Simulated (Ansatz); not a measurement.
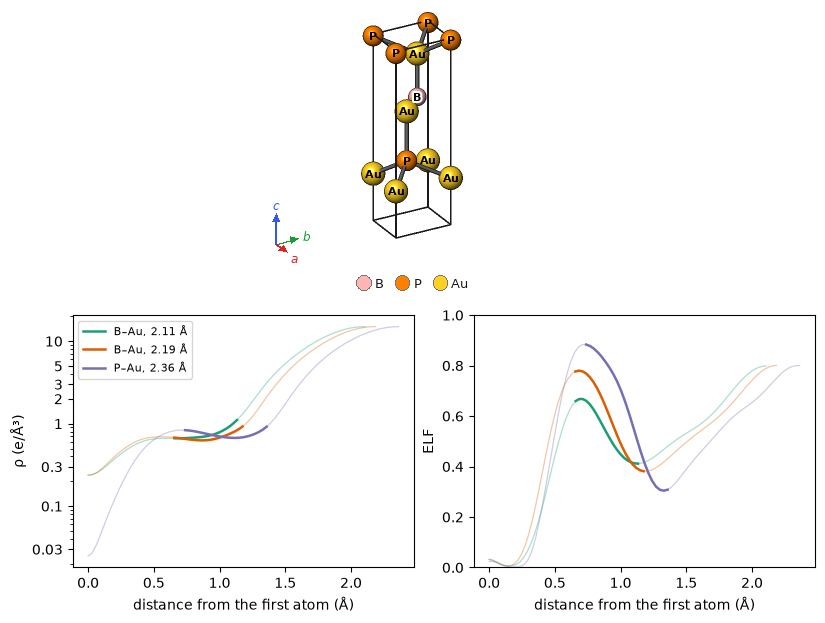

The picture shows: BP₂Au₃. Valence charge density (pseudo) and ELF along straight lines between neighbouring atoms. Thin, pale parts lie inside the atomic spheres. The structure is drawn too.

Space group P3m1; a structure from a database of computed crystals, not necessarily the ambient phase; started from the MnCd2Te3-156 prototype, which need not be the ambient phase.

Computed with DFT, r2SCAN+rVV10, plane waves, PAW in Ansatz 0.2.0.

The density is the valence pseudo-density of a PAW calculation; it isn't the true density close to the nuclei.

Q: Compare the contacts.

A: B–Au (2.11 Å): ρ at the midpoint is about 0.88 e/Å³; the ELF peaks at about 0.65 in the valence shell of B, 0.7 Å from its nucleus, and is about 0.40 at the midpoint.
B–Au (2.19 Å): the density is about 0.77 e/Å³ at the midpoint, with its minimum of 0.63 e/Å³ about 0.9 Å from B; the ELF peaks at about 0.80 in the valence shell of B, 0.7 Å from its nucleus, and is about 0.40 at the midpoint.
P–Au (2.36 Å): ρ at the midpoint is about 0.69 e/Å³; the ELF peaks at about 0.90 in the valence shell of P, 0.7 Å from its nucleus, and is about 0.40 at the midpoint.
